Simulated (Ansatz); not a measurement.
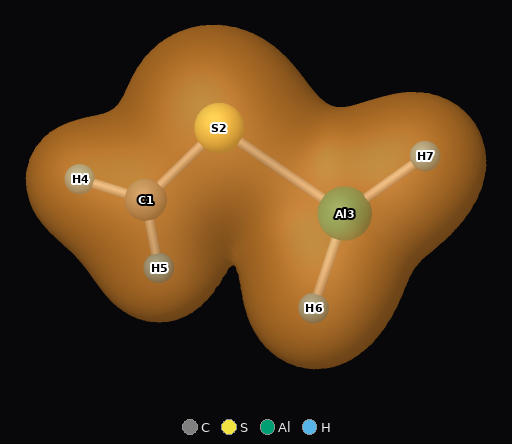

CH$_{4}$AlS (charge +1). Isosurface of the electron density at 0.05 e/Å³ (orange), seen across its widest extent.

Level of theory: RKS PBE0-D4/6-31G* in Ansatz 0.2.0.

```yaml
atoms:
  - { symbol: C, position_ang: [-1.3914, 0.1306, -0.5703] }
  - { symbol: S, position_ang: [-0.0327, -0.5162, -1.1896] }
  - { symbol: Al, position_ang: [1.5240, -0.1590, 0.5886] }
  - { symbol: H, position_ang: [-2.3006, 0.1149, -1.1724] }
  - { symbol: H, position_ang: [-1.4457, 0.5829, 0.4210] }
  - { symbol: H, position_ang: [0.7146, 0.5645, 1.7245] }
  - { symbol: H, position_ang: [2.9319, -0.7176, 0.1981] }
```

What does this surface tell about the bonding?

At this value the surface is in one piece. It bridges the shortest C–S (1.63 Å), Al–S (2.39 Å), C–H (1.09 Å) and Al–H (1.56 Å) contacts, where the density stays above the isovalue. On the grid the lowest density along these lines, outside the cores, is 1.6 e/Å³ (C–S, 1.63 Å), 0.34 e/Å³ (Al–S, 2.39 Å), 1.9 e/Å³ (C–H, 1.09 Å) and 0.57 e/Å³ (Al–H, 1.56 Å).
